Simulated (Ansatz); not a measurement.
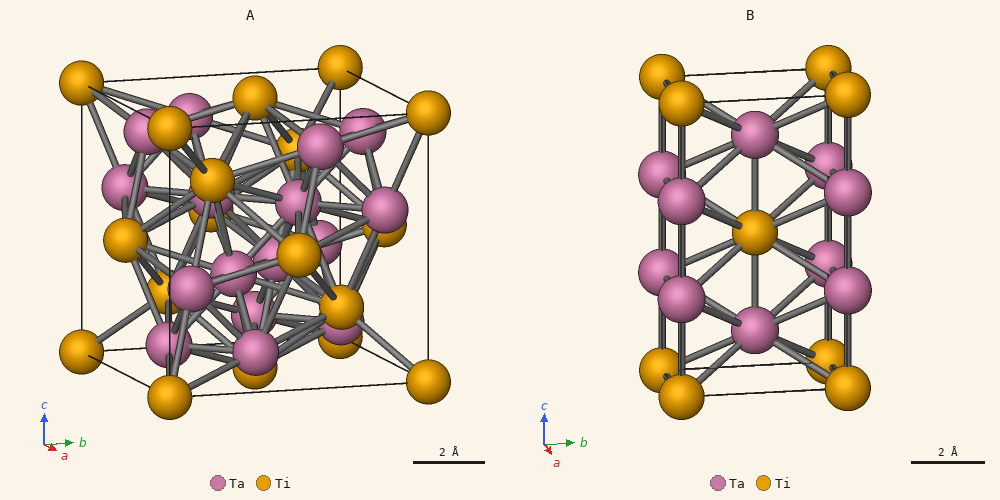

Two structures of Ta₂Ti, each relaxed to rest (conventional cells in solid outline, small ones repeated, not to one scale). Method: Ansatz 0.2.0, DFT PBE, scalar-relativistic, plane waves, PAW, without spin polarisation.

### Characterise the two forms.

A: cubic Laves phase (C15, MgCu₂ type), Fd-3m. B: 6 atoms a cell on a body-centred orthorhombic lattice, Immm.

### A or B: which is lower in energy?

B is lower, by 144 meV/atom at this level of theory (energies at zero smearing). Volumes: A 19.1, B 18.1 Å³/atom.

One or both may be structure types tried for this composition rather than known phases.
